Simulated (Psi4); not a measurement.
# CHCl2F (dichlorofluoromethane) at MP3/def2-SVPD

Aim: the vertical singlet–triplet gap of CHCl2F (dichlorofluoromethane) at MP3/def2-SVPD, from 2 runs. 

The calculation is run with Psi4 1.11.

1 further run of the same task is left out (set aside as unsound or not needed).

**1. The system as given**

CHCl2F has 5 atoms, charge 0, and is taken as a singlet. SMILES: `FC(Cl)Cl`. Geometry: relaxed at PBE0-D4/def2-TZVP.

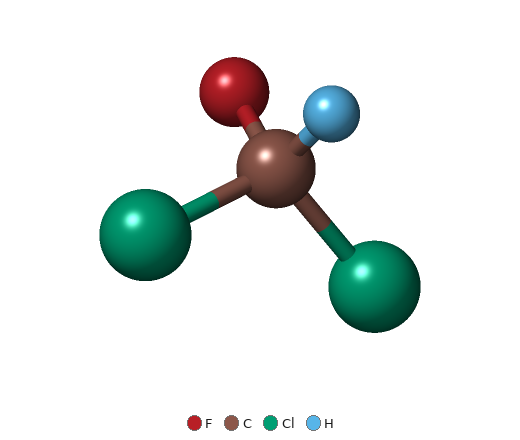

Viewed from a chosen angle; fluorine red, carbon brown, chlorine teal, hydrogen blue.

**2. The energy at MP3/def2-SVPD**

File chcl2f.inp:

```
memory 1600 mb

molecule {
  0 1
  F     -0.590600     0.132500     1.230400
  C      0.006400     0.099400     0.030700
  Cl     1.459900    -0.886800     0.126900
  Cl    -1.120400    -0.525200    -1.167100
  H      0.294600     1.106400    -0.262500
  symmetry c1
}

set {
  basis           def2-SVPD
  reference       rhf
  puream          true
  e_convergence   1e-09
  d_convergence   1e-08
  scf_type        pk
  num_frozen_docc 12
  mp_type         conv
}

energy('mp3')
print_variables()
```

Run with:

```console
psi4 chcl2f.inp chcl2f.out -n 1
```

chcl2f.out:

```text
[...]
  Running in c1 symmetry.
[...]
  Nuclear repulsion =  211.954260524294256
[...]
  Multiplicity = 1
[...]
  Nalpha       = 25
  Nbeta        = 25
[...]
    Number of basis functions: 105
[...]
   @RHF iter   1: -1056.40886490922480   -9.39607e-02   3.75143e-03 ADIIS/DIIS
[...]
   @RHF iter  11: -1056.48744643593341   -1.45519e-11   7.75732e-09 DIIS
[...]
    Orbital Energies [Eh]
    ---------------------
    Doubly Occupied:
       1A   -104.837614     2A   -104.837565     3A    -26.349167
       4A    -11.467798     5A    -10.598117     6A    -10.598102
       7A     -8.073221     8A     -8.073208     9A     -8.069526
      10A     -8.069524    11A     -8.069443    12A     -8.069437
      13A     -1.654785    14A     -1.207629    15A     -1.124306
      16A     -0.918046    17A     -0.791303    18A     -0.750553
      19A     -0.733925    20A     -0.613383    21A     -0.581481
      22A     -0.509976    23A     -0.486638    24A     -0.479883
      25A     -0.464736
[...]
  @RHF Final Energy: -1056.48744643593341
   => Energetics <=
    Nuclear Repulsion Energy =            211.9542605242942557
    One-Electron Energy =               -1882.0246821984981125
    Two-Electron Energy =                 613.5829752382703646
    Total Energy =                      -1056.4874464359334070
[...]
 Multipole Moments:
 ------------------------------------------------------------------------------------
     Multipole            Electronic (a.u.)      Nuclear  (a.u.)        Total (a.u.)
 ------------------------------------------------------------------------------------
 L = 1.  Multiply by 2.5417464519 to convert [e a0] to [Debye]
 Dipole X            :         -0.3513478            0.5410048            0.1896570
 Dipole Y            :         -0.9273546            1.4021284            0.4747738
 Dipole Z            :          0.4413772           -0.6868901           -0.2455129
 Magnitude           :                                                    0.5671477
[...]
	SCS-MP2 Total Energy (a.u.)        : -1057.09516684552591
	SOS-MP2 Total Energy (a.u.)        : -1057.08437616488163
[...]
	SOS-PI-MP2 Total Energy (a.u.)     : -1057.13029383633898
[...]
	MP2 Total Energy (a.u.)            : -1057.11674820681446
[...]
	SCS-MP3 Total Energy (a.u.)        : -1057.10159578255548
[...]
	MP3 Total Energy (a.u.)            : -1057.14246395493296
[...]
```

Wall time 17 s (1 thread of Intel Xeon Platinum 8259CL at 2.50GHz (Skylake/Cascade Lake), shared host); peak memory 0.92 GiB.

**3. The triplet, same level**

File job.py:

```python
import psi4

psi4.set_memory('1600 MB')
psi4.set_num_threads(1)
psi4.core.set_output_file('psi4.out', False)

m = psi4.geometry("""
0 3
F     -0.590600     0.132500     1.230400
C      0.006400     0.099400     0.030700
Cl     1.459900    -0.886800     0.126900
Cl    -1.120400    -0.525200    -1.167100
H      0.294600     1.106400    -0.262500
units angstrom
symmetry c1
no_reorient
no_com
""")

psi4.set_options({
    'basis': 'def2-SVPD',
    'reference': 'uhf',
    'puream': True,
    'e_convergence': 1e-09,
    'd_convergence': 1e-08,
    'scf_type': 'pk',
    'num_frozen_docc': 12,
    'maxiter': 100,
    'mp_type': 'conv',
})

e_tot, wfn = psi4.energy('mp3', molecule=m, return_wfn=True)
print('E =', round(e_tot, 9))
```

Run with:

```console
python job.py
```

psi4.out:

```text
[...]
  Running in c1 symmetry.
[...]
  Nuclear repulsion =  211.954260524294256
[...]
  Multiplicity = 3
[...]
  Nalpha       = 26
  Nbeta        = 24
[...]
    Number of basis functions: 105
[...]
   @UHF iter   1: -1056.11246661060022    2.02438e-01   3.25448e-03 ADIIS/DIIS
[...]
   @UHF iter  46: -1056.18968427103141    1.11413e-11   9.25320e-09 DIIS
[...]
   @S^2 Observed:                2.045042801E+00
[...]
    Orbital Energies [Eh]
    ---------------------
    Alpha Occupied:
       1A   -104.863838     2A   -104.863789     3A    -26.345459
       4A    -11.411284     5A    -10.622559     6A    -10.622549
       7A     -8.105066     8A     -8.105054     9A     -8.095909
      10A     -8.095898    11A     -8.090783    12A     -8.090773
      13A     -1.650532    14A     -1.243818    15A     -1.165169
      16A     -0.945826    17A     -0.799246    18A     -0.765304
      19A     -0.750615    20A     -0.639965    21A     -0.611241
      22A     -0.541939    23A     -0.529212    24A     -0.528319
      25A     -0.493535    26A     -0.195451
    Alpha Virtual:
[...]
  @UHF Final Energy: -1056.18968427103141
   => Energetics <=
    Nuclear Repulsion Energy =            211.9542605242942557
    One-Electron Energy =               -1881.4480157424595745
    Two-Electron Energy =                 613.3040709471337095
    Total Energy =                      -1056.1896842710316378
  UHF NO Occupations:
  HONO-2 :   24  A 1.9856861
  HONO-1 :   25  A 1.0000000
[...]
 Multipole Moments:
 ------------------------------------------------------------------------------------
     Multipole            Electronic (a.u.)      Nuclear  (a.u.)        Total (a.u.)
 ------------------------------------------------------------------------------------
 L = 1.  Multiply by 2.5417464519 to convert [e a0] to [Debye]
 Dipole X            :         -1.3292603            1.4911829            0.1619226
 Dipole Y            :         40.3393279          -39.8896619            0.4496660
 Dipole Z            :         12.4416655          -12.6386773           -0.1970118
 Magnitude           :                                                    0.5169450
[...]
	SCS-MP2 Total Energy (a.u.)        : -1056.80927791284535
	SOS-MP2 Total Energy (a.u.)        : -1056.79530598613087
[...]
	SOS-PI-MP2 Total Energy (a.u.)     : -1056.84189227190791
[...]
	MP2 Total Energy (a.u.)            : -1056.83722176627407
[...]
	SCS-MP3 Total Energy (a.u.)        : -1056.81501630934031
[...]
	MP3 Total Energy (a.u.)            : -1056.86017535225415
[...]
```

On the terminal:

```text
E = -1056.860175352
```

Run time: 35 s. Hardware: 1 thread of Intel Xeon Platinum 8259CL at 2.50GHz (Skylake/Cascade Lake), shared host; peak memory 0.93 GiB.

**4. Summary of results**

At MP3/def2-SVPD, 12 core orbitals frozen:

| quantity | value |
| --- | --- |
| singlet: total energy | -1057.14246 Eh |
| singlet: HOMO energy (Hartree–Fock orbitals) | -12.65 eV |
| singlet: LUMO energy (Hartree–Fock orbitals) | 2.50 eV |
| singlet: HOMO–LUMO gap (Hartree–Fock orbitals) | 15.14 eV |
| singlet: correlation energy (12 core orbitals frozen) | -655.0 mEh |
| triplet: total energy | -1056.86018 Eh |
| triplet: HOMO energy (Hartree–Fock orbitals) (highest over α and β) | -5.32 eV |
| triplet: LUMO energy (Hartree–Fock orbitals) (lowest over α and β) | -4.57 eV |
| triplet: correlation energy (12 core orbitals frozen) | -670.5 mEh |
| triplet: ⟨S²⟩ of the reference determinant | 2.045 |
| vertical energy of the triplet above the singlet | 7.681 eV |

In words: At this shape the triplet lies 7.68 eV (741 kJ/mol) above the singlet.
